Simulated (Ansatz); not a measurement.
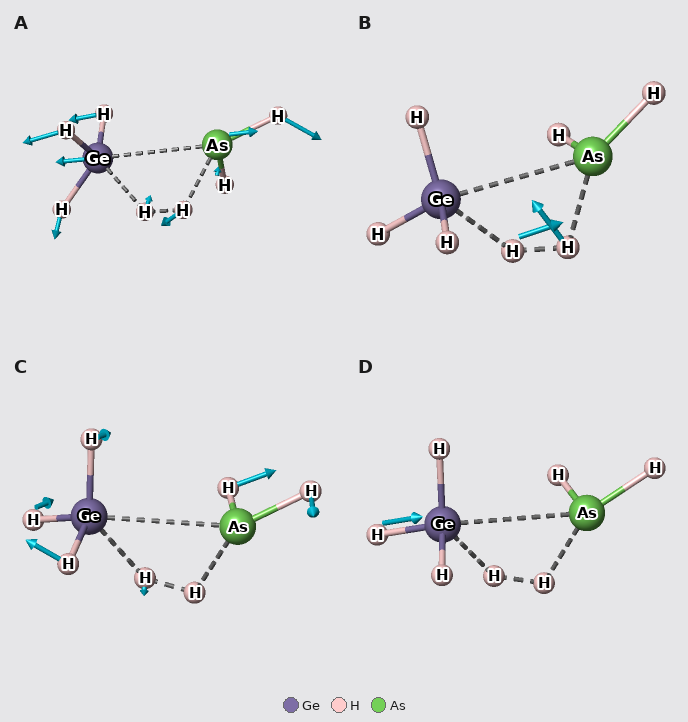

4 normal modes of one molecule or complex, as arrows. Broken sticks mark bonds that form or break. Harmonic vibrations computed with RKS PBE0-D4/def2-TZVP (Ansatz 0.2.0) at a stationary point of the same level. It is a saddle point of order 1.

**Match the panels to the wavenumbers 137 cm⁻¹, 479 cm⁻¹, 1675 cm⁻¹, 2106 cm⁻¹.**

A: 137 cm⁻¹
B: 1675 cm⁻¹
C: 479 cm⁻¹
D: 2106 cm⁻¹
